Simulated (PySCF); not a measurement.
Run report: Si$_{2}$H$_{5}$Br, geometry relaxation

System: Si$_{2}$H$_{5}$Br.
Method: PBE0-D3(BJ)/def2-SVP geometry optimisation, gas phase (PySCF 2.14.0).

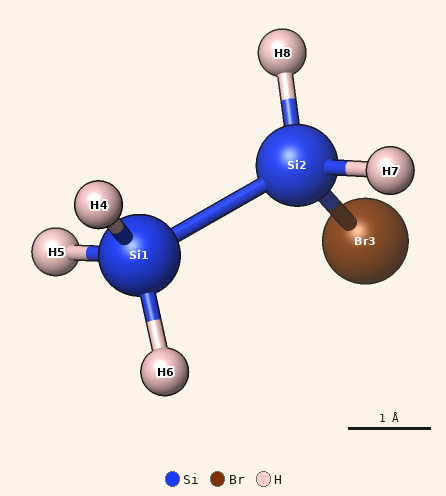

Figure 1. The input geometry (ball-and-stick view, seen at a tilt; atoms are numbered from 1 in the order of the input). Bond lengths as drawn: Br–Si 2.25 Å, H–Si 1.45 to 1.49 Å and Si–Si 2.33 Å.

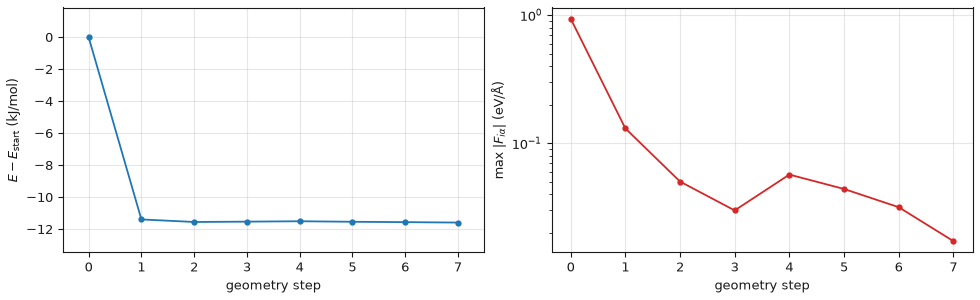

Figure 2. Progress of the relaxation, step by step (steps are counted from 0).

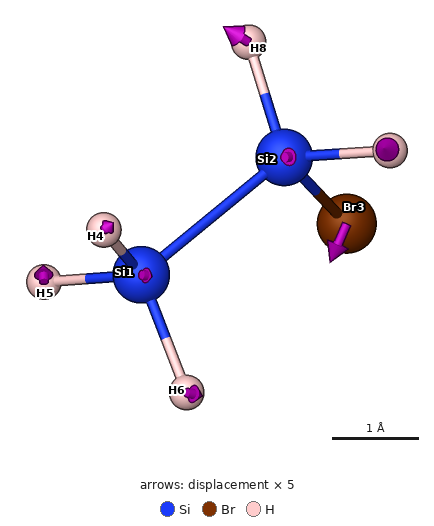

Figure 3. The starting structure with the displacements as pink arrows, magnified 5 times (ball-and-stick view, seen at a tilt). The two geometries are laid on each other by the best rigid fit. The atom that moves furthest after the best rigid fit is Br3 (0.10 Å). Largest moves by element: Br 0.10 Å, H 0.08 Å, Si 0.05 Å. Among the contacts that change: Si1–H4 1.449 → 1.496 Å, Si2–H8 1.448 → 1.492 Å, Si2–H7 1.457 → 1.492 Å, Si1–H5 1.466 → 1.493 Å. Among the angles that change: Br3–Si2–H7 102.1° → 107.9°, Si1–Si2–H7 116.1° → 111.9°, Si1–Si2–H8 115.4° → 111.8°. After 7 geometry steps the energy has fallen by 11.6 kJ/mol. The largest force component goes from 0.94 to 0.017 eV/Å. (Atoms are counted from 1 in the order of the input.)

The input that produced these results follows, with the program's output.

**Input**
```
{"job": {"xc": "PBE0", "basis": "def2-SVP", "d3": "d3bj", "grid": 1, "shake": 0.01, "kind": "geom"}, "charge": 0, "multiplicity": 1}
Si     1.239470     0.165510     0.013810
Si    -1.036860    -0.324610     0.129620
Br    -2.226320     0.993400    -1.251370
H      1.969340    -0.695170     0.922240
H      1.734170    -0.013060    -1.354680
H      1.466900     1.582740     0.398190
H     -1.680710    -0.080210     1.414050
H     -1.410860    -1.647730    -0.324320
```

The first line tells a small driver script what to run in PySCF; the rest is the geometry in Å.

Run as:
```bash
OMP_NUM_THREADS=1 python <driver script> task.json out
```

**Output**
```
step   0  E = -3155.13822351  max force = 0.018252
step   1  E = -3155.14256199  max force = 0.002546
step   2  E = -3155.14262248  max force = 0.000980
step   3  E = -3155.14261450  max force = 0.000583
step   4  E = -3155.14260523  max force = 0.001110
step   5  E = -3155.14261720  max force = 0.000857
step   6  E = -3155.14262653  max force = 0.000618
step   7  E = -3155.14263629  max force = 0.000336
optimisation converged
```

**Trajectory as extended XYZ (Å, eV, eV/Å), 8 frames, from step=0 to step=7**
```
8
Properties=species:S:1:pos:R:3:forces:R:3 step=0 energy=-85855.68415
Si    1.2395    0.1655    0.0138   -0.4335   0.6107  -0.1392
Si   -1.0369   -0.3246    0.1296   -0.3037   0.7384  -0.5516
Br   -2.2263    0.9934   -1.2514    0.1734   0.1333  -0.0691
H     1.9693   -0.6952    0.9222    0.4587  -0.5730   0.5659
H     1.7342   -0.0131   -1.3547    0.1096  -0.1460  -0.5000
H     1.4669    1.5827    0.3982   -0.0470   0.1412   0.0842
H    -1.6807   -0.0802    1.4141   -0.0094   0.0340   0.7634
H    -1.4109   -1.6477   -0.3243    0.0519  -0.9386  -0.1537
8
Properties=species:S:1:pos:R:3:forces:R:3 step=1 energy=-85855.80220
Si    0.5364   -0.0917    0.2039    0.0272  -0.0588   0.0163
Si   -1.7418   -0.6171    0.3751    0.1309  -0.0244   0.1007
Br   -2.8542    0.7901   -0.9568   -0.0725  -0.0140  -0.0249
H     1.3307   -0.9704    1.1228   -0.0220   0.0281  -0.0370
H     0.9934   -0.3071   -1.2024   -0.0051   0.0107   0.0111
H     0.7433    1.3355    0.5890   -0.0029   0.0158  -0.0043
H    -2.2309   -0.4258    1.7752   -0.0212  -0.0183  -0.0609
H    -2.0166   -2.0217   -0.0567   -0.0345   0.0607  -0.0010
8
Properties=species:S:1:pos:R:3:forces:R:3 step=2 energy=-85855.80385
Si    0.5412   -0.0882    0.2012    0.0059  -0.0055   0.0033
Si   -1.7351   -0.6173    0.3816    0.0504   0.0096   0.0202
Br   -2.8758    0.7711   -0.9509   -0.0271  -0.0181   0.0012
H     1.3392   -0.9653    1.1143   -0.0044   0.0044  -0.0088
H     0.9934   -0.3010   -1.2061   -0.0068   0.0068  -0.0039
H     0.7470    1.3401    0.5859   -0.0040   0.0038  -0.0055
H    -2.2325   -0.4306    1.7762   -0.0067  -0.0019  -0.0019
H    -2.0169   -2.0170   -0.0520   -0.0073   0.0009  -0.0048
8
Properties=species:S:1:pos:R:3:forces:R:3 step=3 energy=-85855.80363
Si    0.5439   -0.0786    0.1934   -0.0054   0.0226  -0.0072
Si   -1.7267   -0.6210    0.3914   -0.0300   0.0099  -0.0262
Br   -2.9061    0.7410   -0.9371    0.0109  -0.0119   0.0166
H     1.3502   -0.9534    1.0994    0.0062  -0.0045   0.0037
H     0.9857   -0.2881   -1.2173   -0.0065   0.0043  -0.0099
H     0.7452    1.3506    0.5769   -0.0023   0.0004  -0.0043
H    -2.2249   -0.4382    1.7852    0.0100   0.0043   0.0233
H    -2.0070   -2.0204   -0.0417    0.0170  -0.0250   0.0040
8
Properties=species:S:1:pos:R:3:forces:R:3 step=4 energy=-85855.80338
Si    0.5433   -0.0688    0.1848   -0.0095   0.0273  -0.0104
Si   -1.7214   -0.6268    0.3996   -0.0571   0.0009  -0.0328
Br   -2.9279    0.7172   -0.9227    0.0243  -0.0042   0.0165
H     1.3586   -0.9405    1.0854    0.0105  -0.0040   0.0045
H     0.9752   -0.2760   -1.2292   -0.0049   0.0033  -0.0101
H     0.7394    1.3616    0.5668   -0.0016  -0.0001  -0.0032
H    -2.2133   -0.4460    1.7959    0.0152   0.0034   0.0255
H    -1.9935   -2.0288   -0.0303    0.0231  -0.0266   0.0100
8
Properties=species:S:1:pos:R:3:forces:R:3 step=5 energy=-85855.80370
Si    0.5408   -0.0619    0.1785   -0.0074   0.0168  -0.0080
Si   -1.7194   -0.6321    0.4048   -0.0441  -0.0093  -0.0168
Br   -2.9373    0.7047   -0.9127    0.0168  -0.0004   0.0093
H     1.3632   -0.9307    1.0761    0.0100   0.0020  -0.0017
H     0.9660   -0.2681   -1.2378   -0.0032   0.0035  -0.0067
H     0.7328    1.3693    0.5589   -0.0015   0.0019  -0.0022
H    -2.2034   -0.4517    1.8045    0.0126  -0.0010   0.0130
H    -1.9824   -2.0376   -0.0220    0.0168  -0.0136   0.0131
8
Properties=species:S:1:pos:R:3:forces:R:3 step=6 energy=-85855.80396
Si    0.5398   -0.0619    0.1784   -0.0043   0.0127  -0.0065
Si   -1.7201   -0.6330    0.4052   -0.0318  -0.0098  -0.0122
Br   -2.9332    0.7066   -0.9135    0.0090  -0.0029   0.0096
H     1.3635   -0.9301    1.0757    0.0096   0.0035  -0.0034
H     0.9642   -0.2680   -1.2383   -0.0031   0.0039  -0.0052
H     0.7311    1.3694    0.5585   -0.0015   0.0023  -0.0023
H    -2.2031   -0.4522    1.8055    0.0095  -0.0014   0.0072
H    -1.9819   -2.0389   -0.0214    0.0126  -0.0083   0.0128
8
Properties=species:S:1:pos:R:3:forces:R:3 step=7 energy=-85855.80422
Si    0.5386   -0.0621    0.1785   -0.0006   0.0099  -0.0050
Si   -1.7209   -0.6343    0.4060   -0.0173  -0.0071  -0.0098
Br   -2.9274    0.7092   -0.9149    0.0005  -0.0072   0.0113
H     1.3649   -0.9289    1.0749    0.0091   0.0035  -0.0037
H     0.9618   -0.2679   -1.2387   -0.0032   0.0044  -0.0043
H     0.7288    1.3695    0.5582   -0.0018   0.0022  -0.0027
H    -2.2033   -0.4532    1.8065    0.0054  -0.0005   0.0037
H    -1.9820   -2.0404   -0.0203    0.0079  -0.0053   0.0105
```

**Summary**

- outcome: converged
- total energy: −3155.142636 hartree
- dipole moment: 1.47 D
- point group: Cs
- hardware: 1 CPU thread, shared host
- wall time: 42 s
- peak memory: 0.39 GiB
